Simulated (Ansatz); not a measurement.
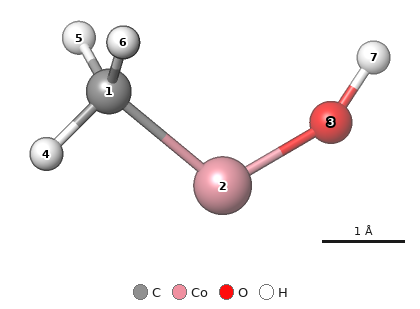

**Figure 1.** The input geometry (ball-and-stick view, seen at a tilt; atoms are numbered from 1 in the order of the input). Sticks mark near contacts.

# Geometry relaxation, with input and output: CH₄CoO (charge +1)

CH₄CoO, charge +1, multiplicity 3, SMILES [CH3][Co+][OH], computed with UKS PBE-D4/def2-SVP (Ansatz 0.2.0).

The geometry comes from this level: GFN2-xTB. Figures and captions count atoms from 1; the log counts them from 0 in places.

### Input
```yaml
crystal:
  periodic: [false, false, false]
  atoms:
    - { symbol: C, position_ang: [-1.37961, 0.86183, 0.47591] }
    - { symbol: Co, position_ang: [-0.05193, -0.29061, -0.18959] }
    - { symbol: O, position_ang: [1.4177, 0.1779, 0.1941] }
    - { symbol: H, position_ang: [-2.26297, 0.32256, 0.08586] }
    - { symbol: H, position_ang: [-1.36905, 1.87521, 0.07512] }
    - { symbol: H, position_ang: [-1.44714, 0.92765, 1.56255] }
    - { symbol: H, position_ang: [2.05135, 0.77236, 0.61064] }
magnetization:
  spin_polarized: true
  initial_magnetization: 2
total_charge: 1
basis:
  gaussian: { orbitals: def2-SVP }
hamiltonian:
  xc: pbe
  dispersion: d4
relax:
  f_tol: 0.03
  max_steps: 200
```

Launch command:
```bash
ansatz run input.yaml --threads 4 --pin off --max-ram 10240MiB --backend cpu --events-out ev --progress --plain --runs-dir out
```

### Log
```
The last accepted step is kept in [file] (removed where the run ends without a failure and the disk answers)
Engine: ansatz 0.2.0, x86_64-unknown-linux-gnu
Functional definition: PBE
  parameter kappa = 0.804
  parameter beta = 0.06672455060314922
  exchange = pbe_x(kappa = kappa, mu = beta*pi^2/3)
  correlation = pbe_c(beta = beta)
919 factors; their error is unknown
mean field evaluation 1: about -40730.4940 eV, gradient 7.2e1 eV
mean field evaluation 2: about -40421.6435 eV, gradient 2.3e2 eV
mean field evaluation 4: about -40713.3580 eV, gradient 1.0e2 eV
mean field evaluation 8: about -40750.1707 eV, gradient 2.7e-1 eV
mean field evaluation 16: about -40750.1534 eV, gradient 1.8e-5 eV
mean field evaluation 32: about -40750.0463 eV, gradient 3.5e0 eV
mean field evaluation 64: about -40749.9048 eV, gradient 1.6e-2 eV
mean field -40750.15337794 eV, -1497.5405151934 hartree, gradient 8.4e-6 eV, S^2 2.030758; 10 other end points of the search recorded, 0 dependent functions left out
the calculation of the forces begins
reference -40750.15342907 eV, -1497.5405170723 hartree; 23, 21 occupied and 56, 58 virtual orbitals, 919 factors
relax step   1: F+E_penalty+E_count = -40750.23049846 eV  Δ(F+E_penalty+E_count) = +0.000e0 eV  max|allowed force component| = 3.055e0 eV/Å  Δτ_max = 0.0000 Å  (320 SCF iters, accepted)
these checks for a lower state are left out or cut short: starts, cluster_reference, orbital_swaps, neighbouring_geometries, increment
919 factors; their error is unknown
mean field -40750.33874194 eV, -1497.5473271947 hartree, gradient 7.7e-6 eV, S^2 2.032191; 0 other end points of the search recorded, 0 dependent functions left out
[... from here on the field's lines of each further geometry are left out, up to the last ...]
relax step   2: F+E_penalty+E_count = -40750.41615301 eV  Δ(F+E_penalty+E_count) = -1.857e-1 eV  max|allowed force component| = 1.695e0 eV/Å  Δτ_max = 0.0661 Å  (52 SCF iters, accepted)
relax step   3: F+E_penalty+E_count = -40750.49830915 eV  Δ(F+E_penalty+E_count) = -8.216e-2 eV  max|allowed force component| = 7.223e-1 eV/Å  Δτ_max = 0.1074 Å  (70 SCF iters, accepted)
relax step   4: F+E_penalty+E_count = -40750.56082896 eV  Δ(F+E_penalty+E_count) = -6.252e-2 eV  max|allowed force component| = 2.840e-1 eV/Å  Δτ_max = 0.1562 Å  (80 SCF iters, accepted)
relax step   5: F+E_penalty+E_count = -40750.60753882 eV  Δ(F+E_penalty+E_count) = -4.671e-2 eV  max|allowed force component| = 8.985e-1 eV/Å  Δτ_max = 0.1655 Å  (85 SCF iters, accepted)
relax step   6: F+E_penalty+E_count = -40750.58397034 eV  Δ(F+E_penalty+E_count) = +2.357e-2 eV  max|allowed force component| = 1.445e0 eV/Å  Δτ_max = 0.1421 Å  (62 SCF iters, rejected (line search))
relax step   7: F+E_penalty+E_count = -40750.63253819 eV  Δ(F+E_penalty+E_count) = -2.500e-2 eV  max|allowed force component| = 4.314e-1 eV/Å  Δτ_max = 0.0696 Å  (73 SCF iters, accepted)
relax step   8: F+E_penalty+E_count = -40750.63738112 eV  Δ(F+E_penalty+E_count) = -4.843e-3 eV  max|allowed force component| = 2.748e-1 eV/Å  Δτ_max = 0.0790 Å  (57 SCF iters, accepted)
relax step   9: F+E_penalty+E_count = -40750.64501055 eV  Δ(F+E_penalty+E_count) = -7.629e-3 eV  max|allowed force component| = 1.769e-1 eV/Å  Δτ_max = 0.1500 Å  (63 SCF iters, accepted)
relax step  10: F+E_penalty+E_count = -40750.64296692 eV  Δ(F+E_penalty+E_count) = +2.044e-3 eV  max|allowed force component| = 2.208e-1 eV/Å  Δτ_max = 0.0636 Å  (57 SCF iters, rejected (line search))
relax step  11: F+E_penalty+E_count = -40750.64720741 eV  Δ(F+E_penalty+E_count) = -2.197e-3 eV  max|allowed force component| = 2.710e-2 eV/Å  Δτ_max = 0.0271 Å  (52 SCF iters, accepted)
relax step  12: F+E_penalty+E_count = -40750.64730717 eV  Δ(F+E_penalty+E_count) = -9.976e-5 eV  max|allowed force component| = 7.196e-2 eV/Å  Δτ_max = 0.0301 Å  (54 SCF iters, accepted)
the calculation of the forces begins
reference -40750.56907843 eV, -1497.5557919046 hartree; 23, 21 occupied and 56, 58 virtual orbitals, 919 factors
relax step  13: F+E_penalty+E_count = -40750.64732911 eV  Δ(F+E_penalty+E_count) = -2.194e-5 eV  max|allowed force component| = 2.748e-2 eV/Å  Δτ_max = 0.0093 Å  (55 SCF iters, accepted)
919 factors; their error is unknown
mean field evaluation 256: about -40750.4566 eV, gradient 3.0e0 eV
mean field evaluation 288: about -40750.2017 eV, gradient 1.3e0 eV
```

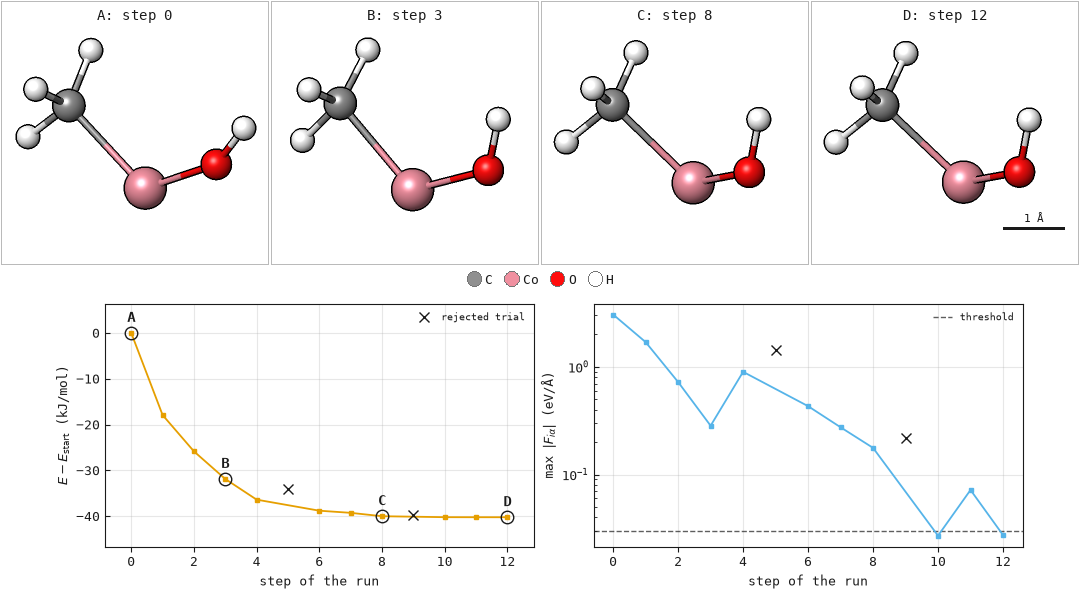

**Figure 2.** Frames of the relaxation (ball-and-stick view, seen at a tilt) above the curves, on which the letters mark them (the first geometry is step 0 here and step 1 in the log).

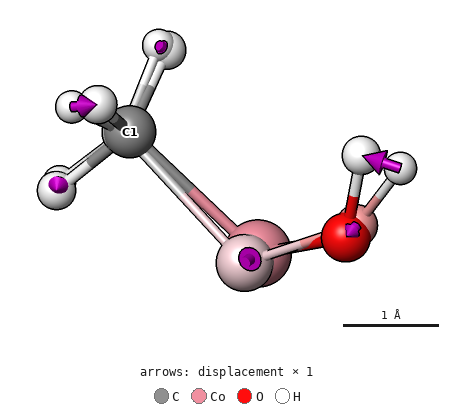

**Figure 3.** Start (faint) and end (solid) with the displacements as pink arrows, at true length (ball-and-stick view, seen at a tilt). The two geometries are laid on each other by the best rigid fit. After 12 geometry steps the energy has fallen by 40.2 kJ/mol. Largest force component: 3.1 eV/Å at the start, 0.027 eV/Å at the end. The line search rejected the trial steps at points 5, 9 (counted from 0) and went back. H7 moves most after the best rigid fit: 0.44 Å. Largest moves by element: H 0.44 Å, Co 0.37 Å, O 0.19 Å, C 0.07 Å. Among the contacts that change: Co2–O3 1.590 → 1.691 Å, C1–H5 1.090 → 1.115 Å, O3–H7 0.964 → 0.986 Å, C1–H4 1.106 → 1.123 Å. Among the angles that change: Co2–O3–H7 153.4° → 123.7°, Co2–C1–H5 115.7° → 103.3°, C1–Co2–O3 112.8° → 104.9°. (Atoms are counted from 1 in the order of the input.)

```
mean field -40750.56902497 eV, -1497.5557899399 hartree, gradient 3.6e-6 eV, S^2 2.030352; 11 other end points of the search recorded, 0 dependent functions left out
the calculation of the forces begins
reference -40750.56907843 eV, -1497.5557919046 hartree; 23, 21 occupied and 56, 58 virtual orbitals, 919 factors
Total energy: -40750.64738257 eV, -1497.5586695286 hartree
Atom 0 at    -1.310348     0.877233     0.479670 Å, force    -0.008405     0.027477     0.022001 eV/Å
Atom 1 at    -0.097337    -0.135476    -0.513166 Å, force     0.005952    -0.012821    -0.027443 eV/Å
Atom 2 at     1.372465     0.020527     0.307442 Å, force    -0.012839    -0.012366     0.000156 eV/Å
Atom 3 at    -2.184343     0.207168     0.258324 Å, force     0.008371    -0.011956    -0.004599 eV/Å
Atom 4 at    -1.334796     1.851876    -0.060824 Å, force     0.007095    -0.011717     0.005473 eV/Å
Atom 5 at    -1.139860     0.983965     1.566387 Å, force    -0.005735     0.007126    -0.000697 eV/Å
Atom 6 at     1.652568     0.841606     0.776757 Å, force     0.005563     0.014258     0.005109 eV/Å
Dipole moment:    -0.360116     0.189008    -0.148943 e Å
```

### Trajectory as extended XYZ (Å, eV, eV/Å), 13 frames, from step=1 to step=13
```
7
Properties=species:S:1:pos:R:3:forces:R:3 step=1 energy=-40750.23050
C    -1.3796    0.8618    0.4759   -0.0026   0.3726   0.2720
Co   -0.0519   -0.2906   -0.1896   -3.0552  -0.8704  -0.7335
O     1.4177    0.1779    0.1941    2.3372  -0.1726   0.0247
H    -2.2630    0.3226    0.0859   -0.2082  -0.6894  -0.4484
H    -1.3691    1.8752    0.0751    0.3094   0.5575  -0.4338
H    -1.4471    0.9276    1.5626    0.2485  -0.1722   0.6747
H     2.0513    0.7724    0.6106    0.3708   0.9745   0.6443
7
Properties=species:S:1:pos:R:3:forces:R:3 step=2 energy=-40750.41615
C    -1.3793    0.8776    0.4862    0.0304   0.3175   0.2154
Co   -0.1042   -0.3127   -0.2070   -1.5945  -0.3810  -0.3385
O     1.3891    0.1786    0.1931    1.6953  -0.0460   0.0705
H    -2.2368    0.2872    0.0653   -0.0085  -0.1898  -0.1204
H    -1.3151    1.8937    0.0540    0.0700   0.0198  -0.1088
H    -1.3955    0.9137    1.5917    0.0594  -0.0922   0.0592
H     2.0001    0.8087    0.6313   -0.2521   0.3717   0.2226
7
Properties=species:S:1:pos:R:3:forces:R:3 step=3 energy=-40750.49831
C    -1.3615    0.8913    0.4959    0.0983  -0.0136  -0.0021
Co   -0.1524   -0.3476   -0.2339   -0.1653   0.1566   0.0853
O     1.3719    0.1715    0.1882    0.7223  -0.1145  -0.0260
H    -2.2058    0.2762    0.0612   -0.0154   0.0885   0.0566
H    -1.2614    1.8976    0.0378   -0.0518  -0.0900   0.0527
H    -1.3421    0.8988    1.6058   -0.0436   0.0138  -0.1064
H     1.9095    0.8590    0.6594   -0.5445  -0.0408  -0.0599
7
Properties=species:S:1:pos:R:3:forces:R:3 step=4 energy=-40750.56083
C    -1.3435    0.8966    0.5074    0.1876  -0.0413   0.0566
Co   -0.1239   -0.3150   -0.2380   -0.1608  -0.1841  -0.2840
O     1.4558    0.0873    0.1617    0.0142   0.0749   0.2164
H    -2.1778    0.2733    0.0687   -0.0517   0.0206   0.0390
H    -1.2543    1.8997    0.0473   -0.0259   0.0378  -0.0258
H    -1.3536    0.9191    1.6130   -0.0331   0.0221   0.0304
H     1.7557    0.8860    0.6544    0.0698   0.0701  -0.0326
7
Properties=species:S:1:pos:R:3:forces:R:3 step=5 energy=-40750.60754
C    -1.3329    0.8993    0.5027    0.0670  -0.2103   0.0962
Co   -0.1169   -0.2578   -0.3351    0.0899   0.1373  -0.0586
O     1.4316    0.0061    0.3039    0.1207   0.8985   0.3545
H    -2.1667    0.2542    0.0945   -0.0377   0.0239   0.0509
H    -1.2967    1.9095    0.0511    0.0510   0.0544  -0.1234
H    -1.3193    0.9165    1.6084    0.0129  -0.0065  -0.0025
H     1.7592    0.9191    0.5891   -0.3039  -0.8973  -0.3172
7
Properties=species:S:1:pos:R:3:forces:R:3 step=6 energy=-40750.58397 accepted=F
C    -1.3340    0.8888    0.4977   -0.0241  -0.1267  -0.0607
Co   -0.1129   -0.2227   -0.3949    0.3217   0.1559   0.3436
O     1.3669    0.0037    0.4304    0.4239   1.3311  -0.1554
H    -2.1872    0.2581    0.1106    0.0227   0.0292   0.0293
H    -1.2885    1.8995    0.0442    0.0137   0.0506  -0.0284
H    -1.2880    0.8876    1.6030    0.0379   0.0046  -0.0388
H     1.8021    0.9319    0.5236   -0.7958  -1.4446  -0.0896
7
Properties=species:S:1:pos:R:3:forces:R:3 step=7 energy=-40750.63254
C    -1.3169    0.8856    0.5031   -0.0030  -0.1637  -0.0536
Co   -0.1097   -0.2398   -0.3834    0.0454   0.0290  -0.0005
O     1.4013    0.0115    0.3462   -0.0423   0.4314   0.0850
H    -2.1797    0.2640    0.1227    0.0121   0.0298   0.0485
H    -1.2538    1.8874    0.0306    0.0097   0.0479  -0.0276
H    -1.2740    0.9046    1.6070    0.0249   0.0243   0.0170
H     1.6912    0.9336    0.5883   -0.0469  -0.3988  -0.0688
7
Properties=species:S:1:pos:R:3:forces:R:3 step=8 energy=-40750.63738
C    -1.3114    0.8732    0.4869   -0.1552  -0.0381  -0.0115
Co   -0.1109   -0.2216   -0.4447    0.1668   0.1403   0.1796
O     1.3586    0.0346    0.3681   -0.1106  -0.2748  -0.1807
H    -2.2063    0.2578    0.1703    0.1458   0.0697   0.0732
H    -1.2682    1.8733   -0.0006    0.0081  -0.0434   0.0118
H    -1.1974    0.9129    1.5890   -0.0105  -0.0056  -0.1171
H     1.6940    0.9167    0.6455   -0.0445   0.1518   0.0446
7
Properties=species:S:1:pos:R:3:forces:R:3 step=9 energy=-40750.64501
C    -1.3112    0.8804    0.4771    0.0686   0.0435  -0.0781
Co   -0.0946   -0.1479   -0.5026   -0.1562  -0.0350  -0.1473
O     1.3724    0.0167    0.3106    0.1216   0.1769   0.1665
H    -2.1839    0.2110    0.2532   -0.0188  -0.0041  -0.0169
H    -1.3323    1.8626   -0.0533   -0.0010  -0.0895   0.0248
H    -1.1312    0.9717    1.5603   -0.0208   0.0367   0.1138
H     1.6391    0.8524    0.7694    0.0066  -0.1285  -0.0629
7
Properties=species:S:1:pos:R:3:forces:R:3 step=10 energy=-40750.64297 accepted=F
C    -1.3041    0.8801    0.4882   -0.0108  -0.0685  -0.1507
Co   -0.0916   -0.1050   -0.5494   -0.0217   0.0741   0.2208
O     1.3610    0.0061    0.3131   -0.0151   0.0044  -0.0820
H    -2.1584    0.1816    0.2742    0.0043   0.0374   0.0113
H    -1.3444    1.8435   -0.0711   -0.0160   0.0181   0.0007
H    -1.1495    1.0162    1.5743    0.0640  -0.0534  -0.0222
H     1.6452    0.8244    0.7853   -0.0047  -0.0120   0.0222
7
Properties=species:S:1:pos:R:3:forces:R:3 step=11 energy=-40750.64721
C    -1.3116    0.8790    0.4819    0.0261  -0.0123  -0.0028
Co   -0.0972   -0.1458   -0.5042   -0.0271   0.0104   0.0118
O     1.3697    0.0156    0.3210    0.0052   0.0060  -0.0069
H    -2.1835    0.2117    0.2434   -0.0021  -0.0068   0.0013
H    -1.3271    1.8571   -0.0503    0.0023   0.0048  -0.0043
H    -1.1514    0.9744    1.5714   -0.0044   0.0007  -0.0081
H     1.6594    0.8549    0.7514   -0.0001  -0.0027   0.0091
7
Properties=species:S:1:pos:R:3:forces:R:3 step=12 energy=-40750.64731
C    -1.3092    0.8797    0.4818    0.0162  -0.0290  -0.0077
Co   -0.0970   -0.1330   -0.5185   -0.0097   0.0192   0.0301
O     1.3706    0.0161    0.3083    0.0074   0.0720   0.0313
H    -2.1768    0.2017    0.2583   -0.0004   0.0048   0.0028
H    -1.3363    1.8522   -0.0609   -0.0004   0.0079  -0.0032
H    -1.1428    0.9894    1.5693    0.0032  -0.0050  -0.0168
H     1.6499    0.8407    0.7763   -0.0164  -0.0698  -0.0364
7
Properties=species:S:1:pos:R:3:forces:R:3 step=13 energy=-40750.64733
C    -1.3103    0.8772    0.4797   -0.0084   0.0275   0.0220
Co   -0.0973   -0.1355   -0.5132    0.0060  -0.0128  -0.0274
O     1.3725    0.0205    0.3074   -0.0128  -0.0124   0.0002
H    -2.1843    0.2072    0.2583    0.0084  -0.0120  -0.0046
H    -1.3348    1.8519   -0.0608    0.0071  -0.0117   0.0055
H    -1.1399    0.9840    1.5664   -0.0057   0.0071  -0.0007
H     1.6526    0.8416    0.7768    0.0056   0.0143   0.0051
```

### Key numbers

- outcome: converged
- total energy: −40750.6474 eV
- mean-field energy: −40750.5691 eV
- ⟨S²⟩: 2.030
- SCF solution under orbital rotations: stable
- largest force (length of the vector) at the end: 0.036 eV/Å
- hardware: 4 threads of Intel Xeon @ 2.50GHz (Skylake/Cascade Lake), 189 GiB of memory available, shared host
- wall time: 57 s (CPU time 3.1 min)
- peak memory: 0.21 GiB
